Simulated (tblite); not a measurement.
**Geometry relaxation of C$_{6}$H$_{8}$Si (part 4 of 4)**

The same run, continued: C$_{6}$H$_{8}$Si; GFN2-xTB geometry optimisation, gas phase (tblite 0.8.0). It belongs to a series of runs on one base structure; here: C replaced by Si.

Geometry of the input (Å):
```
C  -3.5525  -0.1714  0.4633
C  -2.5161  -0.1487  -0.3229
C  -1.4436  -0.1574  -1.0731
C  -0.3750  -1.0742  -0.6849
C  0.8803  -0.3606  -0.4385
C  1.9285  0.2232  -0.2501
Si 3.5037  1.1105  0.0477
H  -4.3214  -0.8561  0.2081
H  -3.5429  0.5079  1.2852
H  -1.4574  0.4982  -1.9012
H  -0.2705  -1.8444  -1.4900
H  -0.5986  -1.6469  0.2375
H  4.3778  0.2049  0.8456
H  4.1934  1.3790  -1.2327
H  3.1898  2.3438  0.7785
```

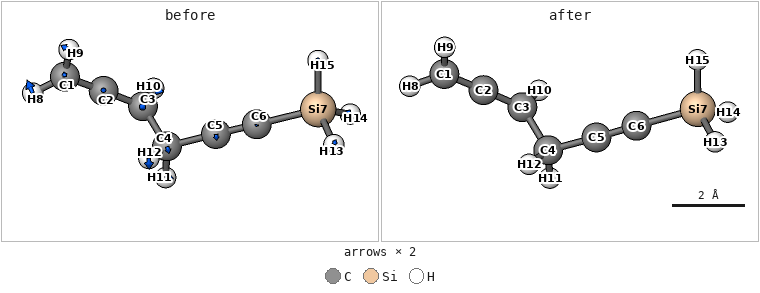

Fig. 1: Before (left) and after (right) the relaxation, at one scale (ball-and-stick view, seen at a tilt). The blue arrows give the displacements, magnified 2 times. Over 57 geometry steps the energy falls by 0.266 eV. Largest force component: 2.2 eV/Å at the start, 0.008 eV/Å at the end. The atom that moves furthest after the best rigid fit is H8 (0.21 Å). By element the largest moves are H 0.21 Å, C 0.12 Å, Si 0.02 Å. Distances before and after: C3–C4 1.461 → 1.511 Å, Si7–H13 1.490 → 1.466 Å, C4–H11 1.119 → 1.096 Å, C1–H8 1.061 → 1.079 Å. Among the angles that change: C4–C3–H10 127.4° → 115.8°, H8–C1–H9 127.1° → 116.4°, C2–C3–C4 116.8° → 123.5°. (Atoms are counted from 1 in the order of the input.)

Summary

- outcome: converged
- total energy: −503.7824 eV
- wall time: 0.51 s
- peak memory: 0.18 GiB
